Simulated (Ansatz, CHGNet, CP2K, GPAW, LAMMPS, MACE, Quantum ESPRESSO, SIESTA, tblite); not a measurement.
## Amorphous SiO1.9 (78 atoms): runs against a plane-wave reference

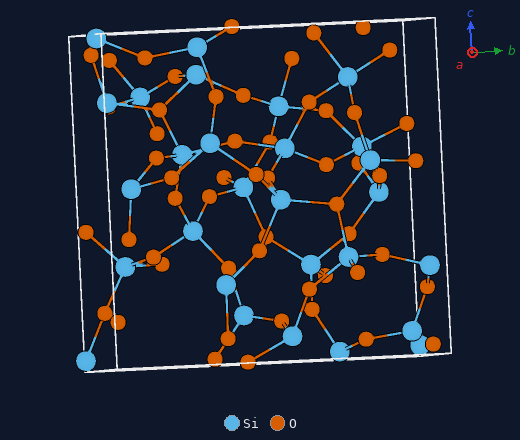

The cell (silicon blue, oxygen orange). Bonds to atoms that aren't drawn are left out. Some periodic images of atoms are drawn too.

Density of this cell: 2.26 g/cm³. The cell holds 78 atoms: 27 Si and 51 O. Its edges and angles: a = 10.502 Å, b = 10.502 Å, c = 10.502 Å, α = 90.0°, β = 90.0°, γ = 90.0°. 78 atoms (27 Si, 51 O) placed at random at 2.26 g/cm³, melted at 5000 K for 10 ps at fixed volume with the Tersoff Si-O potential (Munetoh et al., Comput. Mater. Sci. 39, 334 (2007)). Quenched from 5000 K to 500 K at 20 K/ps and fixed volume, annealed at 2000 K for 50 ps, held 5 ps.

Geometry: as built.

The reference, a calculation:

```
method                 : Kohn-Sham DFT, PBE, PAW, plane waves (Ansatz 0.2.0); cutoff 420 eV, Γ point, fermi-dirac smearing of 0.05 eV; PAW set soft_2
r.m.s. force component : 1.36 eV/Å
longest force          : 4.969 eV/Å
pressure               : -1.152 GPa
SCF cycles             : 20
time                   : 21 s on 4 threads of Arm Neoverse V1, shared host
CPU time               : 82 s
```

Runs, in no order:
A. QE PBE, sssp-1.3.0-efficiency, 60/480 Ry: Kohn-Sham DFT, PBE, SSSP efficiency 1.3.0 pseudopotentials, plane waves
B. GPAW PBE, LCAO dzp, h 0.18 Å: Kohn-Sham DFT, PBE, PAW, atomic orbitals (dzp)
C. SIESTA PBE, DZP, shift 0.01 Ry, mesh 500 Ry: Kohn-Sham DFT, PBE, PseudoDojo 0.4.1 norm-conserving pseudopotentials (converted to PSML), numerical atomic orbitals (DZP), diagonalisation
D. CP2K PBE, SZV-MOLOPT-SR, 600/50 Ry, diagonalisation: Kohn-Sham DFT, PBE, GTH-PBE pseudopotentials, Gaussian and plane waves, SZV-MOLOPT-SR-GTH, diagonalisation
E. CHGNet 0.3.0 potential: machine-learned interatomic potential CHGNet 0.3.0, trained on PBE(+U) plane-wave data

Q: Order them from the smallest to the largest r.m.s. force difference.

A, C, B, E, D.

```
                                                   run  Δ force, r.m.s. (meV/Å)  share of r.m.s. force (%)  CPU time
           A. QE PBE, sssp-1.3.0-efficiency, 60/480 Ry                     20.9                       1.54    12 min
        C. SIESTA PBE, DZP, shift 0.01 Ry, mesh 500 Ry                      175                       12.9   5.6 min
                       B. GPAW PBE, LCAO dzp, h 0.18 Å                      297                       21.8   3.1 min
                             E. CHGNet 0.3.0 potential                      427                       31.4     4.1 s
D. CP2K PBE, SZV-MOLOPT-SR, 600/50 Ry, diagonalisation                      721                       53.0   3.7 min
```

Machine-learned potentials mimic data converged in k, so the reference's own k-point error enters their differences. The network of bonds at the start is that of the classical potential that made the cell, and needn't be the one that DFT or experiment would give. The electronic-structure runs sample only Γ, in a cell whose shortest periodic width is 11 Å, which is coarse for a cell with partly filled levels.

[Logs are printed without paths, hosts, clocks, repeated set-up lines and the standing remarks that a program may print on its own settings, such as how far it seeks lower states.]

[Hosts, paths, dates, database ids (printed as entryN), source tags and the programs' standing remarks are cut or masked in the printed files.]
